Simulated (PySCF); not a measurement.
## Run report: SiHCl3, NMR shielding calculation

- system: SiHCl3 (Trichlorosilane), SMILES Cl[SiH](Cl)Cl
- method: GIAO WP04/pcSseg-2 NMR shielding, non-relativistic, IEF-PCM chloroform (PySCF 2.14.0)

The geometry comes from this level: PBE0-D3(BJ)/def2-TZVP. Figures and captions count atoms from 1; the log counts them from 0 in places.

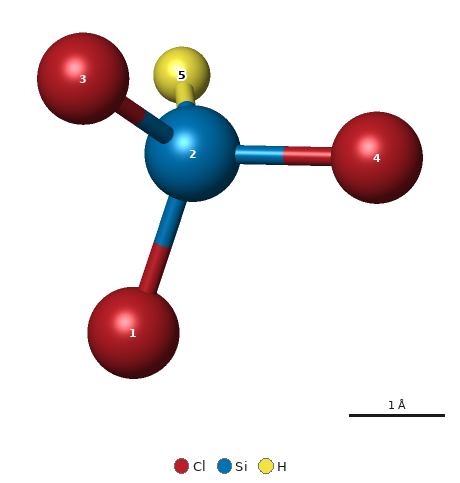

Fig. 1: The structure (ball-and-stick view, seen at a tilt; atoms are numbered from 1 in the order of the input).

## Input
```
{"job": {"kind": "nmr", "xc": "WP04", "basis": "pcSseg-2", "pop": false, "solvent": "chloroform"}, "charge": 0, "multiplicity": 1}
Cl    -0.615885     1.747988    -0.865382
Si     0.041399    -0.028837    -0.137422
Cl    -1.103485    -1.529777    -0.882339
Cl     1.975034    -0.312808    -0.685233
H     -0.054704    -0.020630     1.328052
```

The first line tells a small driver script what to run in PySCF; the rest is the geometry in Å.

Machine: 1 CPU thread, shared host.

Run as:
```bash
OMP_NUM_THREADS=1 python <driver script> task.json out
```

## The program's output
```
coarse grid: 7120 points
cycle   1  E = -1686.6088808695  dE =  3.631e-01  |g| = 6.399e-01  |ddm| = 2.005e+00
cycle   2  E = -1686.5669840532  dE =  4.190e-02  |g| = 7.667e-01  |ddm| = 1.142e+00
cycle   3  E = -1686.6860613020  dE = -1.191e-01  |g| = 1.136e-01  |ddm| = 6.697e-01
cycle   4  E = -1686.6889851797  dE = -2.924e-03  |g| = 1.635e-02  |ddm| = 9.944e-02
cycle   5  E = -1686.6890517555  dE = -6.658e-05  |g| = 3.095e-03  |ddm| = 1.618e-02
cycle   6  E = -1686.6890535004  dE = -1.745e-06  |g| = 5.740e-04  |ddm| = 2.067e-03
final grid: 52536 points
cycle   7  E = -1686.6997866824  dE = -3.286e-05  |g| = 3.385e-03  |ddm| = 1.234e-02
cycle   8  E = -1686.6997864598  dE =  2.227e-07  |g| = 2.339e-03  |ddm| = 3.603e-03
cycle   9  E = -1686.6997873768  dE = -9.170e-07  |g| = 1.127e-03  |ddm| = 2.696e-03
cycle  10  E = -1686.6997876558  dE = -2.790e-07  |g| = 1.078e-04  |ddm| = 8.979e-04
cycle  11  E = -1686.6997876580  dE = -2.213e-09  |g| = 2.742e-05  |ddm| = 8.895e-05
cycle  12  E = -1686.6997876581  dE = -1.389e-10  |g| = 9.230e-06  |ddm| = 2.941e-05
```

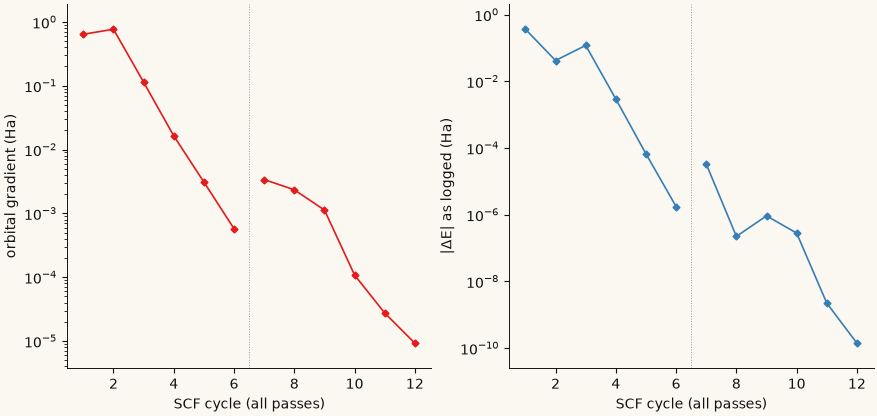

Fig. 2: Convergence of the self-consistent field: orbital gradient and size of the energy change against the SCF cycle. The dotted line marks the change from a coarse to the final integration grid. The first 6 cycles use a coarse grid, the final grid takes over at cycle 7, and the field converges after 12 cycles in all.

```
converged SCF energy = -1686.6997876581

GIAO shielding tensors (ppm)
atom      isotropic    diamagn.    paramagn.     s11        s22        s33       span
  0 Cl     815.374    1152.081    -336.708    685.598    765.657    994.866    309.268
  1 Si     326.401     876.237    -549.836    298.325    340.338    340.539     42.213
  2 Cl     815.509    1152.031    -336.522    685.823    765.734    994.969    309.146
  3 Cl     815.486    1151.990    -336.504    685.810    765.609    995.041    309.231
  4 H       25.985      27.961      -1.976     22.960     22.969     32.028      9.068
```

## Key numbers

```tsv
quantity	value
outcome	converged
total energy	−1686.699788 hartree
HOMO	−10.44 eV
LUMO	−2.29 eV
dipole moment	1.23 D
isotropic shielding, Cl	815.4 to 815.5 ppm
isotropic shielding, Si	326.4 ppm
isotropic shielding, H	26.0 ppm
wall time	8.6 s
peak memory	0.76 GiB
```
